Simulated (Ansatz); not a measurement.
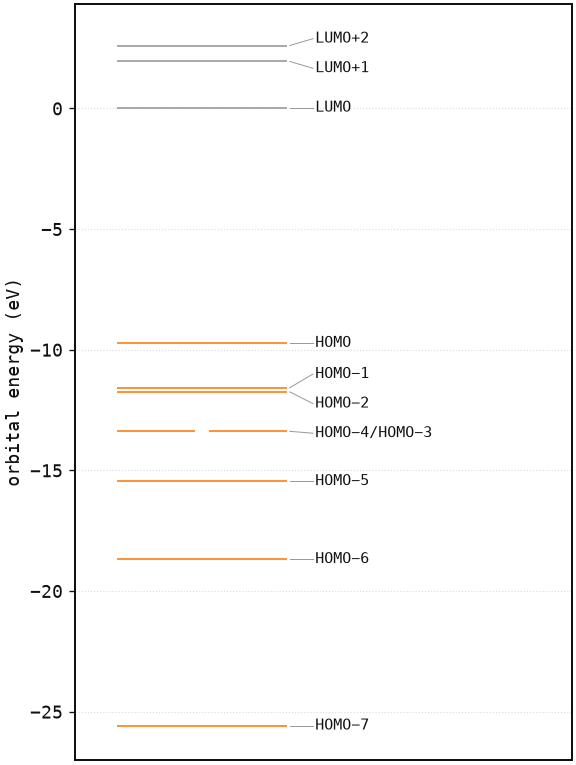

Kohn-Sham orbital energies near the frontier, ωB97M-V/def2-TZVPP, the Ansatz code, at a PBE0-D4/def2-TZVP geometry (a minimum by its frequencies), isolated molecule; empty levels in grey, levels within 0.03 eV side by side.

> Which molecule has this level scheme?
A. SiHOCl, SMILES O[Si]Cl
B. C₂H₅BrSn, SMILES C[CH2][Sn][Br], singlet
C. C₂H₆F₂OSi, SMILES C[Si](F)(F)CO
D. Ge₃H₆, SMILES [GeH2]1[GeH2][GeH2]1, singlet

A. HOMO −9.72 eV, LUMO 0.03 eV, separation 9.75 eV.

Note: empty levels above zero depend strongly on the basis.
